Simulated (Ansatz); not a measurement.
## Ligand exchange: Si(CH3)(SiH3)F2 + Ti(CH3)2F2 → Si(SiH3)F3 + Ti(CH3)3F

Species: Si(CH3)(SiH3)F2, singlet; Ti(CH3)2F2, singlet; Si(SiH3)F3, singlet; Ti(CH3)3F, singlet. The partners trade CH3 for F: Si–CH3 and Ti–F bonds give way to Si–F and Ti–CH3.

Shapes, held fixed at every level: PBE0-D4/def2-TZVP. Programs: Ansatz 0.2.0. The zero-point and thermal change to 298 K, harmonic and unscaled (PBE0-D4/def2-TZVP), is -4.3 kJ/mol.

```csv
level,kind,ΔH(298 K) (kJ/mol),less CCSD(T)/def2-TZVPP
SPW92/def2-TZVPP,LDA,+84.3,+15.3
PBE-D4/def2-TZVPP,GGA,+84.9,+15.9
B3LYP-D4/def2-TZVPP,global hybrid,+74.0,+5.0
BHLYP-D4/def2-TZVPP,global hybrid,+68.5,-0.5
MP2/def2-TZVPP,perturbation theory,+65.8,-3.2
CCSD/def2-SVP,coupled cluster or CI,+94.4,+25.4
CCSD/def2-TZVPP,coupled cluster or CI,+67.4,-1.6
CCSD(T)/def2-TZVPP,coupled cluster or CI,+69.0,0.0
```

The highest level, CCSD(T)/def2-TZVPP, gives ΔH(298 K) = +69.0 kJ/mol; the levels span +65.8 to +94.4. The column of differences is taken from that level and isn't an error. No measured value is set beside it here. Outer-core shells of Ti are correlated in most correlated rows, in sets that cover them unevenly.

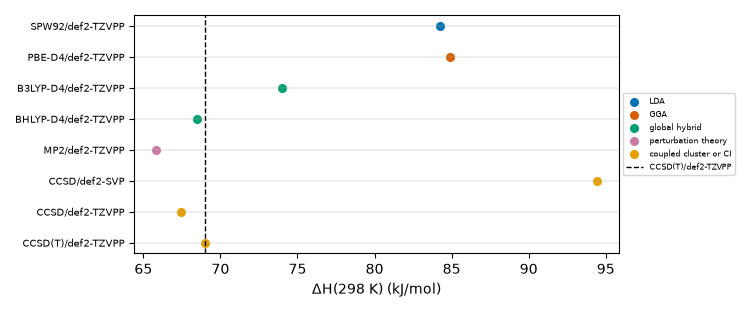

The values of the table, level by level.
